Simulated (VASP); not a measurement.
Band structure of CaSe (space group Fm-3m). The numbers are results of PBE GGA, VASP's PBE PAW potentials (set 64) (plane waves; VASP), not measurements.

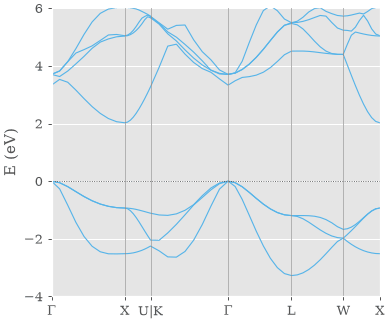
Fig. 1. Bands along high-symmetry lines, zero at the valence-band maximum or, without a gap, the Fermi level

Question: Read the plot: is there a gap, and where are the band edges?

Answer: The gap is indirect, 2.03 eV, from the valence maximum at Γ to the conduction minimum at X.

The structure is a typed CaSe crystal (Fm-3m). The cell was not relaxed at this level.
